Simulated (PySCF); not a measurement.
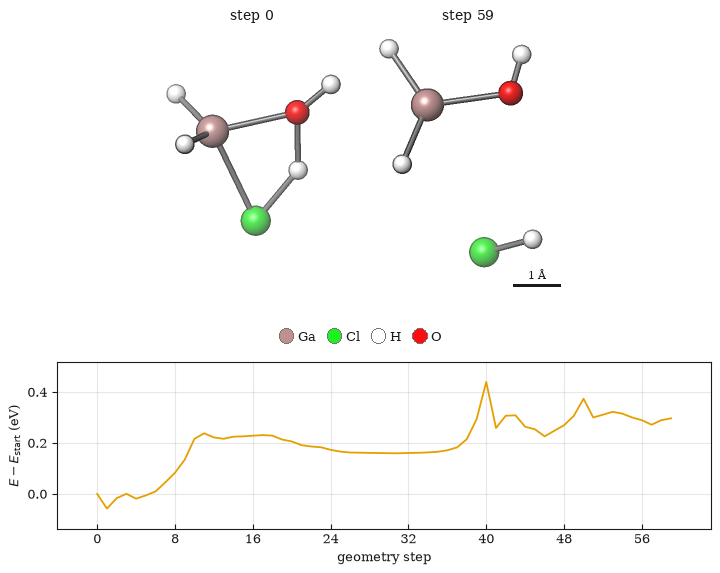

First and last geometry of a relaxation of GaH₄OCl (coarse preliminary run), with the history of the run. The picture is a ball-and-stick view, seen at a tilt.

The reaction that was planned forms Ga1–O6, Cl2–H5 and breaks Ga1–Cl2, H5–O6 (atoms numbered from 1 in input order).

The calculation used PySCF, RKS PBE0-D4/def2-SVP, partitioned rational-function steps on a Bofill-updated Hessian. 

**Read the history and describe the run.**

The relaxation stopped without meeting its thresholds, so the last structure isn't shown to be converged. The atom that moves furthest after the best rigid fit is an H atom (1.56 Å). Largest moves by element: H 1.56 Å, Cl 0.72 Å, Ga 0.57 Å, O 0.44 Å. Near-neighbour distances that change, for instance: H–O 1.340 → 3.180 Å, Ga–H 2.068 → 3.660 Å, Cl–Ga 2.305 → 3.521 Å, Cl–H 1.465 → 1.280 Å. Bonds break, among them: Cl–Ga (2.30 → 3.52 Å). Bond angles that change, for instance: Ga–O–H 150.8° → 110.2°, H–Ga–H 121.6° → 128.6°, H–Ga–O 113.6° → 116.4°. Over 59 geometry steps the energy rises by 0.297 eV.
